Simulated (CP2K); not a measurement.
**C2H7BOS (SMILES CCOBS), run twice**

Aim: a single-point energy of C2H7BOS at GFN1-xTB.

The calculation is run with CP2K 2026.2.

7 further runs of the same task are left out: 3 that didn't finish, 4 set aside as unsound or not needed.

### 1 The molecule

C2H7BOS: 12 atoms, total charge 0, spin state singlet. SMILES: `CCOBS`. The shape comes from a force field and isn't a relaxed structure. This is one conformer, not always the lowest.

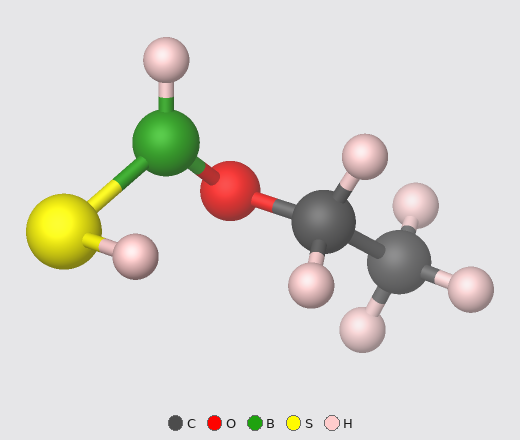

The structure, seen from a chosen angle (carbon dark grey, oxygen red, boron green, sulfur yellow, hydrogen pink).

### 2 The input as first written

File molecule.xyz:

```xyz
12

C      0.428000    -0.587700     1.802600
C      0.295700     0.101000     0.415100
O     -0.165700    -0.856400    -0.533400
B      0.495700     0.101000     0.415100
S     -1.810500     0.539200    -2.461300
H      1.100700    -1.371400     1.771200
H      0.746000     0.206800     2.542600
H     -0.581400    -0.906400     2.084100
H     -0.415100     0.972400     0.523000
H      1.317600     0.489700     0.182800
H      0.731500    -0.238300    -2.537000
H     -1.441000     1.812500    -1.903900
```

File molecule.inp:

```
&GLOBAL
   PROJECT molecule
   RUN_TYPE ENERGY
   PRINT_LEVEL MEDIUM
&END GLOBAL
&FORCE_EVAL
   METHOD Quickstep
   &DFT
      # Quickstep
      &QS
         METHOD XTB
         EPS_DEFAULT 1.0E-10
         &XTB
            GFN_TYPE TBLITE
            &TBLITE
               METHOD GFN1
            &END TBLITE
            CHECK_ATOMIC_CHARGES F
         &END XTB
      &END QS
      &POISSON
         PERIODIC NONE
         POISSON_SOLVER ANALYTIC
      &END POISSON
      # self-consistent field
      &SCF
         SCF_GUESS ATOMIC
         EPS_SCF 1.0E-07
         MAX_SCF 68
         ADDED_MOS 8
         &DIAGONALIZATION
            ALGORITHM STANDARD
         &END DIAGONALIZATION
         &MIXING
            METHOD DIRECT_P_MIXING
            ALPHA 0.4
         &END MIXING
         &SMEAR ON
            METHOD FERMI_DIRAC
            ELECTRONIC_TEMPERATURE [K] 300
         &END SMEAR
      &END SCF
      &PRINT
         &MOMENTS
            PERIODIC F
            REFERENCE COM
            MAX_MOMENT 1
         &END MOMENTS
         &MO ON
            ENERGIES T
            OCCUPATION_NUMBERS T
            NDIGITS 6
            &EACH
               QS_SCF 0
            &END EACH
            ADD_LAST NUMERIC
         &END MO
         &HIRSHFELD OFF
         &END HIRSHFELD
      &END PRINT
   &END DFT
   &SUBSYS
      &CELL
         ABC 13.1 13.2 15.1
         PERIODIC NONE
      &END CELL
      &TOPOLOGY
         COORD_FILE_NAME molecule.xyz
         COORD_FILE_FORMAT XYZ
         &CENTER_COORDINATES
         &END CENTER_COORDINATES
      &END TOPOLOGY
   &END SUBSYS
&END FORCE_EVAL
```

Run with:

```bash
OMP_NUM_THREADS=1 cp2k.psmp molecule.inp > molecule.out
```

The program printed:

```text
CP2K| version string:                                       CP2K version 2026.2
[...]
 GLOBAL| Method name                                                        CP2K
[...]
 GLOBAL| Run type                                                         ENERGY
[...]
                             - Atoms:                                         12
[...]
                             - Spherical basis functions:                     39
[...]
 *** WARNING in particle_methods.F:720 :: The distance between the atoms 2 ***
 *** and 4 is only 0.200 angstrom and thus smaller than the threshold of   ***
 *** 0.500 angstrom                                                        ***
[...]
 Number of electrons:                                                         30
[...]
  *** SCF run converged in    28 steps ***
[...]
  Fermi energy:                                                -0.27631594174513
[...]
 TB_DIPOLE| Moment [Debye]          4.36760458       1.29181950      10.76140876
 TB_DIPOLE| Derivative [a.u.]       0.00000000       0.00000000       0.00000000
[...]
 ENERGY| Total FORCE_EVAL ( QS ) energy [hartree]             22.508647350733021
[...]
```

It took 0.33 s on 1 thread of Arm Neoverse V1, shared host.

### 3 Reading the log

The program ended normally, but the settings are unsound, so its numbers aren't properties of the molecule.

What is wrong: two atoms lie on top of or far too near each other. As the program read them, the closest atoms are 0.20 Å apart, against 1.03 Å in the sound input.

### 4 Second attempt

molecule.xyz: that of step 2 with these lines changed.

```diff
@@ -5,3 +5,3 @@
 O     -0.165700    -0.856400    -0.533400
-B      0.495700     0.101000     0.415100
+B     -0.128700    -0.216600    -1.851900
 S     -1.810500     0.539200    -2.461300
```

File job.inp:

```
&GLOBAL
    PROJECT_NAME job
    RUN_TYPE ENERGY
    PRINT_LEVEL MEDIUM
&END GLOBAL

&FORCE_EVAL
    METHOD Quickstep
    &DFT
        CHARGE 0
        MULTIPLICITY 1
        # Quickstep
        &QS
            METHOD XTB
            EPS_DEFAULT 1.0E-10
            &XTB
                GFN_TYPE TBLITE
                &TBLITE
                    METHOD GFN1
                &END TBLITE
                CHECK_ATOMIC_CHARGES F
            &END XTB
        &END QS
        # isolated system
        &POISSON
            PERIODIC NONE
            POISSON_SOLVER ANALYTIC
        &END POISSON
        &SCF
            SCF_GUESS ATOMIC
            EPS_SCF 1.0E-07
            MAX_SCF 150
            ADDED_MOS 8
            &DIAGONALIZATION
                ALGORITHM STANDARD
            &END DIAGONALIZATION
            &MIXING
                METHOD DIRECT_P_MIXING
                ALPHA 0.4
            &END MIXING
            &SMEAR ON
                METHOD FERMI_DIRAC
                ELECTRONIC_TEMPERATURE [K] 300
            &END SMEAR
        &END SCF
        # extra output
        &PRINT
            &MOMENTS
                PERIODIC F
                REFERENCE COM
                MAX_MOMENT 1
            &END MOMENTS
            &MO ON
                ENERGIES T
                OCCUPATION_NUMBERS T
                NDIGITS 6
                &EACH
                    QS_SCF 0
                &END EACH
                ADD_LAST NUMERIC
            &END MO
            &HIRSHFELD OFF
            &END HIRSHFELD
        &END PRINT
    &END DFT
    &SUBSYS
        # box in angstrom
        &CELL
            ABC [angstrom] 13.1 13.2 15.1
            PERIODIC NONE
        &END CELL
        &TOPOLOGY
            COORD_FILE_NAME molecule.xyz
            COORD_FILE_FORMAT XYZ
            &CENTER_COORDINATES
            &END CENTER_COORDINATES
        &END TOPOLOGY
    &END SUBSYS
&END FORCE_EVAL
```

Run with:

```bash
OMP_NUM_THREADS=1 cp2k.psmp job.inp > job.out
```

The program printed:

```text
CP2K| version string:                                       CP2K version 2026.2
[...]
 GLOBAL| Method name                                                        CP2K
[...]
 GLOBAL| Run type                                                         ENERGY
[...]
                             - Atoms:                                         12
[...]
                             - Spherical basis functions:                     39
[...]
 Number of electrons:                                                         30
[...]
  *** SCF run converged in    17 steps ***
[...]
  Fermi energy:                                                -0.31536920575708
[...]
 TB_DIPOLE| Moment [Debye]          1.74885695       1.78383266       0.72061280
 TB_DIPOLE| Derivative [a.u.]       0.00000000       0.00000000       0.00000000
[...]
 ENERGY| Total FORCE_EVAL ( QS ) energy [hartree]            -17.803681019132025
[...]
```

It took 0.3 s on 1 thread of Arm Neoverse V1, shared host.

### 5 Results

Level: GFN1-xTB.

| quantity | value |
| --- | --- |
| total energy | -17.80368 Eh |
| dipole moment (from atomic charges alone) | 2.60 D |
| HOMO energy | -10.58 eV |
| LUMO energy | -7.69 eV |
| HOMO–LUMO gap | 2.89 eV |

What this shows: The first attempt's energy was +1096.954 eV off this one. The dipole comes from point charges on the atoms alone, without atomic dipoles, so it is partial.
